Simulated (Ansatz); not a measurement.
**Run report: AlN2H7F2, geometry relaxation**

The run: geometry relaxation of AlN2H7F2. Method and program: UKS CAM-B3LYP-D4/6-31G (Ansatz 0.2.0).

It belongs to a series of runs on one base structure; here: end point A relaxed. Figures and captions count atoms from 1; the log counts them from 0 in places.

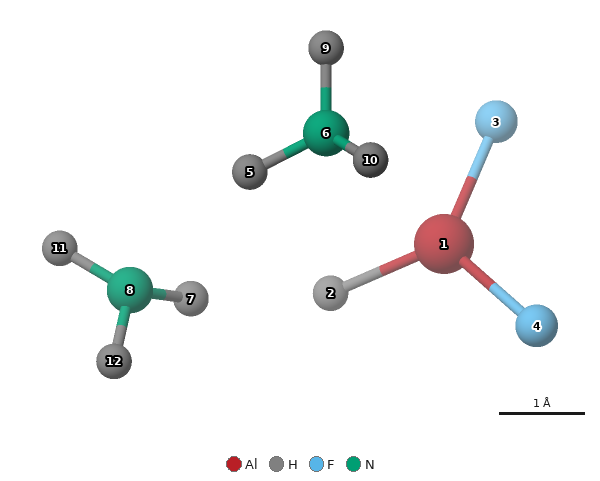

The input geometry (ball-and-stick view, seen at a tilt; atoms are numbered from 1 in the order of the input). Sticks mark near contacts. Bond lengths as drawn: Al–F 1.70 Å, Al–H 1.54 Å and H–N 1.01 to 1.02 Å.

Input file:
```yaml
crystal:
  periodic: [false, false, false]
  atoms:
    - { symbol: Al, position_ang: [-1.423298, -0.443226, -1.525349] }
    - { symbol: H, position_ang: [-0.010981, -0.002938, -1.950485] }
    - { symbol: F, position_ang: [-1.89317, -2.070425, -1.622958] }
    - { symbol: F, position_ang: [-2.66997, 0.696601, -1.357] }
    - { symbol: H, position_ang: [0.306395, -0.038739, 1.410829] }
    - { symbol: "N", position_ang: [-0.603449, -0.473634, 1.555847] }
    - { symbol: H, position_ang: [1.387404, 0.600847, -0.772792] }
    - { symbol: "N", position_ang: [1.940426, 0.858439, 0.038268] }
    - { symbol: H, position_ang: [-0.579506, -1.433949, 1.863424] }
    - { symbol: H, position_ang: [-1.281834, 0.096745, 2.038515] }
    - { symbol: H, position_ang: [2.811666, 0.357274, 0.128177] }
    - { symbol: H, position_ang: [2.016118, 1.852805, 0.193423] }
magnetization:
  spin_polarized: true
basis:
  gaussian: { orbitals: "6-31G" }
hamiltonian:
  xc: cam_b3lyp
  dispersion: d4
relax:
  f_tol: 0.03
  max_steps: 50
output:
  orbitals: {}
```

Run on 2 threads of Arm Neoverse N1, 16 GiB of memory available, shared host.

Launch command:
```bash
ansatz run input.yaml --threads 2 --pin off --max-ram 3072MiB --backend cpu --events-out ev --progress --plain --runs-dir out
```

Log:
```
The last accepted step is kept in [file] (removed where the run ends without a failure and the disk answers)
Engine: ansatz 0.2.0, aarch64-unknown-linux-gnu
Functional definition: CAM-B3LYP
  parameter alpha = 0.19
  parameter beta = 0.46
  parameter omega = 0.33/bohr
  parameter ac = 0.81
  exchange = (1 - alpha - beta)*b88_x + beta*b88_x_sr(omega) + alpha*exact_x + beta*exact_x_lr(omega)
  correlation = (1 - ac)*vwn5_c + ac*lyp_c
858 factors; integrals over basis functions are off by at most 1.8e-4 eV
354 factors; integrals over basis functions are off by at most 5.5e-7 eV
mean field evaluation 1: about -15112.6965 eV, gradient 5.3e1 eV
mean field evaluation 2: about -15108.8029 eV, gradient 6.4e1 eV
mean field evaluation 4: about -15122.9828 eV, gradient 1.9e0 eV
mean field evaluation 8: about -15122.9862 eV, gradient 9.7e-2 eV
mean field -15122.98623253 eV, -555.7594933172 hartree, gradient 1.5e-5 eV, S^2 0.000000; 0 other end points of the search recorded, 0 dependent functions left out
the calculation of the forces begins
reference -15122.98637514 eV, -555.7594985579 hartree; 26, 26 occupied and 37, 37 virtual orbitals, 858 factors
relax step   1: F+E_penalty+E_count = -15123.12105166 eV  Δ(F+E_penalty+E_count) = +0.000e0 eV  max|allowed force component| = 1.157e0 eV/Å  Δτ_max = 0.0000 Å  (26 SCF iters, accepted)
these checks for a lower state are left out or cut short: starts, cluster_reference, orbital_swaps, neighbouring_geometries, increment
858 factors; integrals over basis functions are off by at most 1.8e-4 eV
354 factors; integrals over basis functions are off by at most 5.0e-7 eV
mean field evaluation 16: about -15123.1462 eV, gradient 3.4e0 eV
mean field -15123.27659920 eV, -555.7701640956 hartree, gradient 1.3e-5 eV, S^2 0.000000; 0 other end points of the search recorded, 0 dependent functions left out
[... from here on the field's lines of each further geometry are left out, up to the last ...]
relax step   2: F+E_penalty+E_count = -15123.41570308 eV  Δ(F+E_penalty+E_count) = -2.947e-1 eV  max|allowed force component| = 1.174e0 eV/Å  Δτ_max = 0.1916 Å  (28 SCF iters, accepted)
relax step   3: F+E_penalty+E_count = -15123.82354250 eV  Δ(F+E_penalty+E_count) = -4.078e-1 eV  max|allowed force component| = 1.271e0 eV/Å  Δτ_max = 0.1957 Å  (28 SCF iters, accepted)
relax step   4: F+E_penalty+E_count = -15124.35939185 eV  Δ(F+E_penalty+E_count) = -5.358e-1 eV  max|allowed force component| = 7.393e-1 eV/Å  Δτ_max = 0.1993 Å  (28 SCF iters, accepted)
relax step   5: F+E_penalty+E_count = -15124.66529675 eV  Δ(F+E_penalty+E_count) = -3.059e-1 eV  max|allowed force component| = 1.315e0 eV/Å  Δτ_max = 0.1947 Å  (27 SCF iters, accepted)
relax step   6: F+E_penalty+E_count = -15124.80451866 eV  Δ(F+E_penalty+E_count) = -1.392e-1 eV  max|allowed force component| = 5.230e-1 eV/Å  Δτ_max = 0.1997 Å  (28 SCF iters, accepted)
relax step   7: F+E_penalty+E_count = -15124.83164425 eV  Δ(F+E_penalty+E_count) = -2.713e-2 eV  max|allowed force component| = 1.104e0 eV/Å  Δτ_max = 0.1933 Å  (28 SCF iters, accepted)
relax step   8: F+E_penalty+E_count = -15124.87287236 eV  Δ(F+E_penalty+E_count) = -4.123e-2 eV  max|allowed force component| = 2.387e-1 eV/Å  Δτ_max = 0.1034 Å  (25 SCF iters, accepted)
relax step   9: F+E_penalty+E_count = -15124.87562148 eV  Δ(F+E_penalty+E_count) = -2.749e-3 eV  max|allowed force component| = 7.085e-2 eV/Å  Δτ_max = 0.0249 Å  (24 SCF iters, accepted)
relax step  10: F+E_penalty+E_count = -15124.87662837 eV  Δ(F+E_penalty+E_count) = -1.007e-3 eV  max|allowed force component| = 5.057e-2 eV/Å  Δτ_max = 0.0109 Å  (23 SCF iters, accepted)
the calculation of the forces begins
reference -15124.72363336 eV, -555.8233416202 hartree; 26, 26 occupied and 37, 37 virtual orbitals, 858 factors
relax step  11: F+E_penalty+E_count = -15124.87695797 eV  Δ(F+E_penalty+E_count) = -3.296e-4 eV  max|allowed force component| = 2.196e-2 eV/Å  Δτ_max = 0.0089 Å  (23 SCF iters, accepted)
858 factors; integrals over basis functions are off by at most 1.7e-4 eV
354 factors; integrals over basis functions are off by at most 4.3e-7 eV
mean field evaluation 96: about -15124.7235 eV, gradient 1.3e-5 eV
```

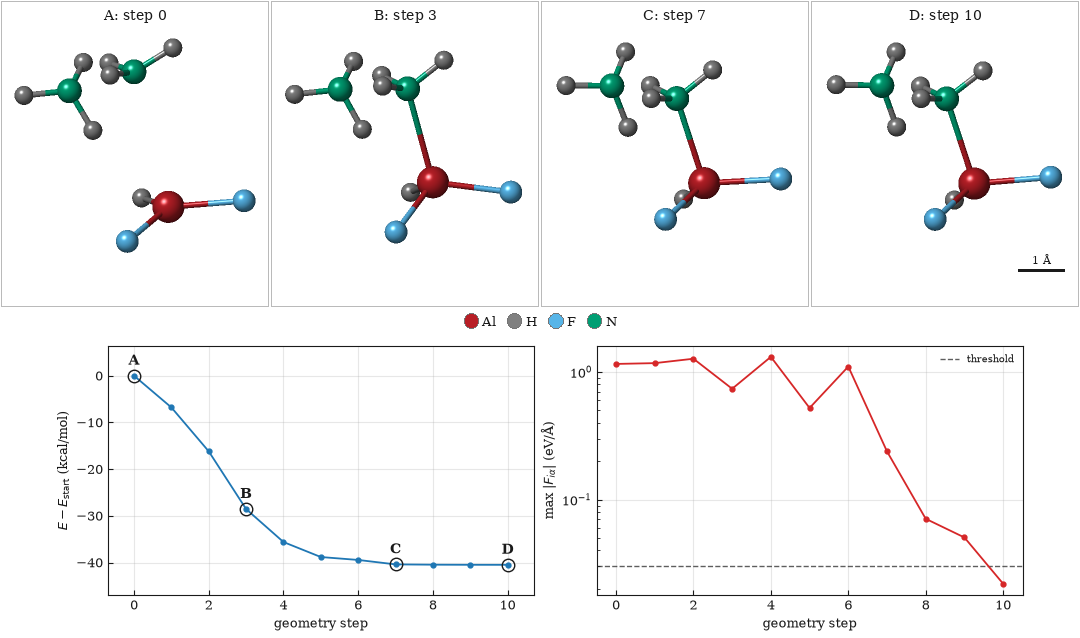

Frames of the relaxation (ball-and-stick view, seen at a tilt) above the curves, on which the letters mark them (the first geometry is step 0 here and step 1 in the log).

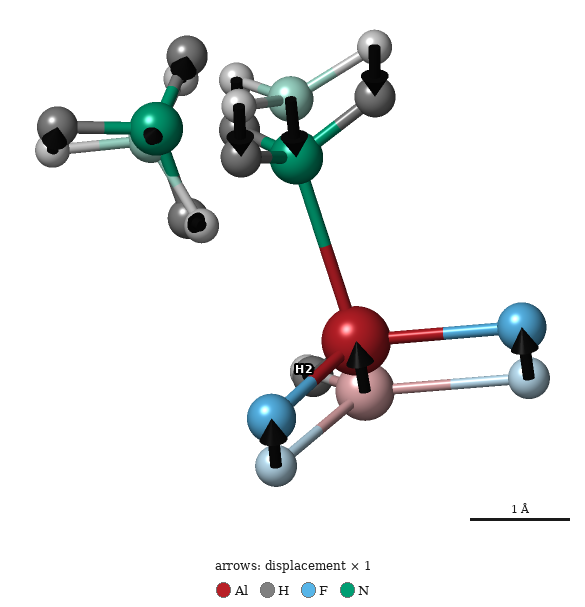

Start (faint) and end (solid) with the displacements as black arrows, at true length (ball-and-stick view, seen at a tilt). The two geometries are laid on each other by the best rigid fit. Over 10 geometry steps the energy falls by 40.5 kcal/mol. Largest force component: 1.2 eV/Å at the start, 0.022 eV/Å at the end. The atom that moves furthest after the best rigid fit is N6 (0.68 Å). By element the largest moves are N 0.68 Å, H 0.62 Å, F 0.57 Å, Al 0.56 Å. Distances before and after: Al1–N6 3.189 → 1.990 Å, Al1–H2 1.539 → 1.600 Å, H5–N6 1.019 → 1.059 Å, Al1–F3 1.696 → 1.715 Å. New bonds form: Al1–N6 (3.19 → 1.99 Å). Among the angles that change: H9–N6–H10 114.1° → 109.3°, H2–Al1–F3 120.8° → 116.1°, H5–N6–H9 115.4° → 111.2°. (Atoms are counted from 1 in the order of the input.)

```
mean field -15124.72349324 eV, -555.8233364707 hartree, gradient 8.5e-6 eV, S^2 0.000000; 1 other end points of the search recorded, 0 dependent functions left out
the calculation of the forces begins
reference -15124.72363336 eV, -555.8233416202 hartree; 26, 26 occupied and 37, 37 virtual orbitals, 858 factors
Total energy: -15124.87709809 eV, -555.8289813450 hartree
Atom 0 at    -1.345557    -0.488722    -0.963159 Å, force    -0.010792    -0.003948    -0.003288 eV/Å
Atom 1 at    -0.158119    -0.047397    -1.940712 Å, force     0.001390     0.000148    -0.001233 eV/Å
Atom 2 at    -1.821371    -2.134745    -1.046835 Å, force     0.006807     0.005285     0.003523 eV/Å
Atom 3 at    -2.648316     0.618617    -0.804972 Å, force     0.005569    -0.000679    -0.002824 eV/Å
Atom 4 at     0.350736     0.053676     0.806711 Å, force     0.009568     0.010090    -0.006920 eV/Å
Atom 5 at    -0.611009    -0.383354     0.882958 Å, force    -0.015949    -0.006958     0.016195 eV/Å
Atom 6 at     1.601873     0.699429    -0.786578 Å, force    -0.008101    -0.006353    -0.021956 eV/Å
Atom 7 at     1.839501     0.785942     0.197553 Å, force     0.012013     0.015250     0.018650 eV/Å
Atom 8 at    -0.561786    -1.312749     1.298801 Å, force    -0.005969    -0.000623    -0.006816 eV/Å
Atom 9 at    -1.236674     0.200754     1.437891 Å, force     0.007819    -0.003979     0.001650 eV/Å
Atom 10 at     2.667188     0.253014     0.437143 Å, force     0.003772    -0.011336     0.000768 eV/Å
Atom 11 at     1.923334     1.755334     0.481097 Å, force    -0.006128     0.003102     0.002250 eV/Å
Dipole moment:     1.388895     0.443089     0.940939 e Å
```

Trajectory as extended XYZ (Å, eV, eV/Å), 9 of the 11 frames kept, from step=1 to step=11:
```
12
Properties=species:S:1:pos:R:3:forces:R:3 step=1 energy=-15123.12105
Al   -1.4233   -0.4432   -1.5253   -0.3065  -0.1752   1.1573
H    -0.0110   -0.0029   -1.9505    0.4012   0.1230  -0.2562
F    -1.8932   -2.0704   -1.6230    0.0102   0.0622  -0.0116
F    -2.6700    0.6966   -1.3570    0.0562  -0.0606  -0.0221
H     0.3064   -0.0387    1.4108    0.0231   0.0242  -0.1430
N    -0.6034   -0.4736    1.5558   -0.1765   0.0735  -0.9615
H     1.3874    0.6008   -0.7728    0.2017   0.0908   0.2294
N     1.9404    0.8584    0.0383   -0.2111  -0.1137   0.0177
H    -0.5795   -1.4339    1.8634    0.0068  -0.0134   0.0134
H    -1.2818    0.0967    2.0385    0.0138  -0.0006   0.0103
H     2.8117    0.3573    0.1282   -0.0195   0.0161  -0.0157
H     2.0161    1.8528    0.1934    0.0006  -0.0264  -0.0178
12
Properties=species:S:1:pos:R:3:forces:R:3 step=2 energy=-15123.41570
Al   -1.3982   -0.4545   -1.3357   -0.0111  -0.0518   0.6496
H    -0.0118   -0.0069   -1.9319    0.0882   0.0008   0.0982
F    -1.8917   -2.0633   -1.6197    0.0782   0.1451   0.2845
F    -2.6640    0.6910   -1.3544    0.1617  -0.1383   0.2581
H     0.2929   -0.0369    1.3433    0.1858   0.1058  -0.2039
N    -0.6226   -0.4706    1.4637   -0.4096  -0.0081  -1.1740
H     1.3919    0.6020   -0.7603    0.0517   0.0245  -0.0058
N     1.9338    0.8538    0.0547   -0.1784  -0.1039   0.2109
H    -0.5796   -1.4189    1.8151    0.0051  -0.0324  -0.0751
H    -1.2738    0.0974    1.9911   -0.0159   0.0366  -0.0560
H     2.8087    0.3577    0.1343    0.0272   0.0016   0.0091
H     2.0144    1.8491    0.1996    0.0172   0.0200   0.0042
12
Properties=species:S:1:pos:R:3:forces:R:3 step=3 energy=-15123.82354
Al   -1.3559   -0.4609   -1.1448    0.0527  -0.0012   0.3014
H     0.0036   -0.0082   -1.8948   -0.2331  -0.1218   0.4151
F    -1.8730   -2.0600   -1.5429    0.2138   0.4147   0.5328
F    -2.6417    0.6849   -1.2790    0.4177  -0.3308   0.4567
H     0.2719   -0.0332    1.2440    0.3481   0.1855  -0.2568
N    -0.6520   -0.4647    1.3281   -0.6304  -0.0883  -1.2710
H     1.3973    0.6038   -0.7532   -0.0642  -0.0256  -0.2099
N     1.9217    0.8467    0.0722   -0.1659  -0.1037   0.3779
H    -0.5967   -1.4042    1.7146   -0.0107  -0.0111  -0.2102
H    -1.2814    0.0991    1.8952   -0.0213   0.0364  -0.1966
H     2.7989    0.3542    0.1486    0.0631  -0.0096   0.0346
H     2.0071    1.8425    0.2118    0.0302   0.0557   0.0260
12
Properties=species:S:1:pos:R:3:forces:R:3 step=5 energy=-15124.66530
Al   -1.2695   -0.4603   -0.8679    0.5235   0.2302  -1.3150
H     0.0274   -0.0265   -1.7398   -0.1726  -0.0805   0.1928
F    -1.8157   -2.0150   -1.2261   -0.0984  -0.8704   0.1549
F    -2.5549    0.6255   -0.9833   -0.5267   0.6690   0.2784
H     0.2624   -0.0039    0.9789    0.1985   0.1150  -0.2003
N    -0.6930   -0.4365    0.9801    0.2453  -0.0415   1.1628
H     1.4123    0.6101   -0.7630    0.0863   0.0411   0.0083
N     1.8649    0.8168    0.1260   -0.2460  -0.1372   0.1087
H    -0.6364   -1.3683    1.4032    0.0132   0.0312  -0.2553
H    -1.3074    0.1164    1.5862   -0.0043   0.0464  -0.2573
H     2.7464    0.3281    0.2275   -0.0182  -0.0002   0.0677
H     1.9633    1.8133    0.2780   -0.0005  -0.0030   0.0543
12
Properties=species:S:1:pos:R:3:forces:R:3 step=6 energy=-15124.80452
Al   -1.3050   -0.4822   -0.9676   -0.1795   0.0858   0.2885
H    -0.0893   -0.0063   -1.8786    0.0805   0.0125  -0.0153
F    -1.8103   -2.0921   -1.1456    0.0028  -0.4905  -0.0756
F    -2.6217    0.5864   -0.7992   -0.2078   0.3421  -0.0453
H     0.2963    0.0327    0.7863    0.0469  -0.0242   0.5230
N    -0.6564   -0.4045    0.9279    0.3896   0.2023  -0.3351
H     1.5080    0.6170   -0.7600    0.2495   0.1442  -0.0661
N     1.8674    0.8019    0.1725   -0.2962  -0.2282   0.1061
H    -0.5839   -1.3182    1.3725   -0.0044   0.0079  -0.0715
H    -1.2531    0.2022    1.4928   -0.0034  -0.0714  -0.1745
H     2.7018    0.2772    0.4045   -0.0605   0.0314  -0.0697
H     1.9461    1.7856    0.3944   -0.0175  -0.0118  -0.0645
12
Properties=species:S:1:pos:R:3:forces:R:3 step=7 energy=-15124.83164
Al   -1.3300   -0.4832   -0.9608    0.0556   0.1004   0.2063
H    -0.1089   -0.0116   -1.8735   -0.0516  -0.0074  -0.1308
F    -1.8094   -2.1210   -1.1025    0.0183  -0.0527   0.0103
F    -2.6500    0.6055   -0.7881    0.0722  -0.0150  -0.0179
H     0.3500    0.0650    0.8449   -0.0083  -0.0571  -0.3483
N    -0.6071   -0.3823    0.9064   -0.0579   0.0405   0.0138
H     1.6449    0.6859   -0.8778    0.1319   0.0741   1.1037
N     1.8169    0.7707    0.1447    0.0112   0.0044  -0.4977
H    -0.5536   -1.3033    1.3358   -0.0247  -0.0828   0.0092
H    -1.2410    0.2042    1.4457   -0.1099   0.0146   0.0520
H     2.6193    0.2348    0.4635   -0.0496   0.0533  -0.1966
H     1.8686    1.7351    0.4617    0.0129  -0.0723  -0.2041
12
Properties=species:S:1:pos:R:3:forces:R:3 step=9 energy=-15124.87562
Al   -1.3443   -0.4902   -0.9661   -0.0602  -0.0052   0.0469
H    -0.1550   -0.0379   -1.9371   -0.0105  -0.0051   0.0001
F    -1.8250   -2.1339   -1.0640    0.0270   0.0047  -0.0058
F    -2.6521    0.6101   -0.7890    0.0297   0.0033  -0.0236
H     0.3463    0.0538    0.8027    0.0174   0.0069   0.0293
N    -0.6139   -0.3851    0.8836    0.0230   0.0219  -0.0157
H     1.5996    0.6836   -0.7868    0.0538   0.0206   0.0422
N     1.8444    0.7869    0.1954    0.0393  -0.0173   0.0506
H    -0.5610   -1.3094    1.3098   -0.0128  -0.0062  -0.0147
H    -1.2400    0.2043    1.4325    0.0009  -0.0132  -0.0062
H     2.6731    0.2585    0.4482   -0.0708   0.0050  -0.0618
H     1.9277    1.7593    0.4706   -0.0368  -0.0153  -0.0414
12
Properties=species:S:1:pos:R:3:forces:R:3 step=10 energy=-15124.87663
Al   -1.3451   -0.4901   -0.9641   -0.0377  -0.0109   0.0058
H    -0.1579   -0.0444   -1.9404   -0.0012  -0.0024   0.0023
F    -1.8248   -2.1349   -1.0551    0.0193   0.0121   0.0030
F    -2.6497    0.6148   -0.7985    0.0169   0.0009  -0.0081
H     0.3492    0.0532    0.8051    0.0196   0.0133   0.0074
N    -0.6118   -0.3841    0.8829   -0.0081   0.0007   0.0106
H     1.6003    0.6939   -0.7852    0.0121   0.0008  -0.0203
N     1.8419    0.7863    0.1975    0.0305   0.0067   0.0506
H    -0.5612   -1.3107    1.3046   -0.0104  -0.0025  -0.0119
H    -1.2379    0.2030    1.4344    0.0073  -0.0090  -0.0022
H     2.6712    0.2563    0.4406   -0.0268  -0.0102  -0.0238
H     1.9257    1.7567    0.4780   -0.0217   0.0004  -0.0134
12
Properties=species:S:1:pos:R:3:forces:R:3 step=11 energy=-15124.87696
Al   -1.3456   -0.4887   -0.9632   -0.0108  -0.0039  -0.0033
H    -0.1581   -0.0474   -1.9407    0.0014   0.0001  -0.0012
F    -1.8214   -2.1347   -1.0468    0.0068   0.0053   0.0035
F    -2.6483    0.6186   -0.8050    0.0056  -0.0007  -0.0028
H     0.3507    0.0537    0.8067    0.0096   0.0101  -0.0069
N    -0.6110   -0.3834    0.8830   -0.0159  -0.0070   0.0162
H     1.6019    0.6994   -0.7866   -0.0081  -0.0064  -0.0220
N     1.8395    0.7859    0.1976    0.0120   0.0152   0.0186
H    -0.5618   -1.3127    1.2988   -0.0060  -0.0006  -0.0068
H    -1.2367    0.2008    1.4379    0.0078  -0.0040   0.0016
H     2.6672    0.2530    0.4371    0.0038  -0.0113   0.0008
H     1.9233    1.7553    0.4811   -0.0061   0.0031   0.0022
```

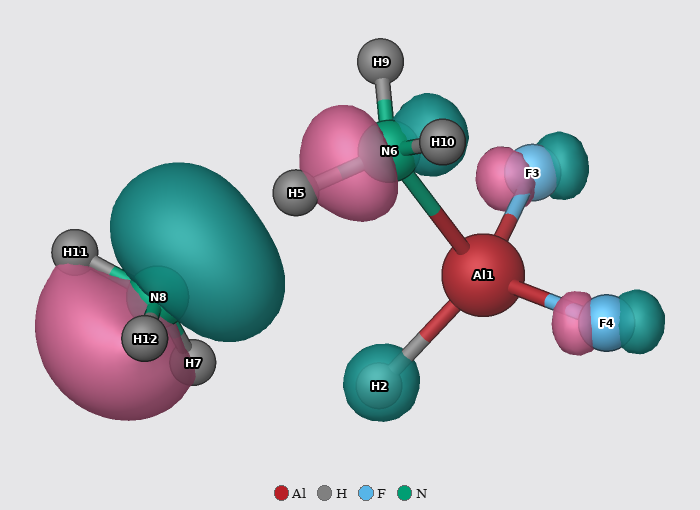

The HOMO−1 (β) at ±0.15 Å⁻³ᐟ² (teal and pink are the two phases), seen at a tilt. Its energy is −10.04 eV.

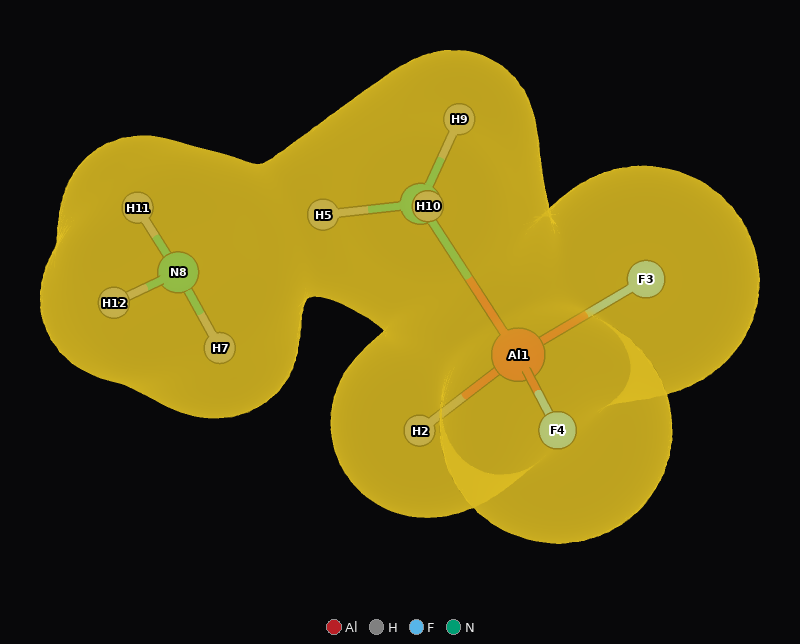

Isosurface of the total electron density at 0.1 e/Å³ (yellow), seen at a tilt. At this value the surface is in one piece. On the grid the lowest density along these lines, outside the cores, is 0.34 e/Å³ (N···H, 1.77 Å), 0.54 e/Å³ (Al–F, 1.72 Å), 0.39 e/Å³ (Al–N, 1.99 Å) and 2.1 e/Å³ (N–H, 1.01 Å).

Summary:

- outcome: converged
- total energy: −15124.8771 eV
- mean-field energy: −15124.7236 eV
- largest force (length of the vector) at the end: 0.027 eV/Å
- wall time: 63 s (CPU time 2 min)
- peak memory: 0.24 GiB
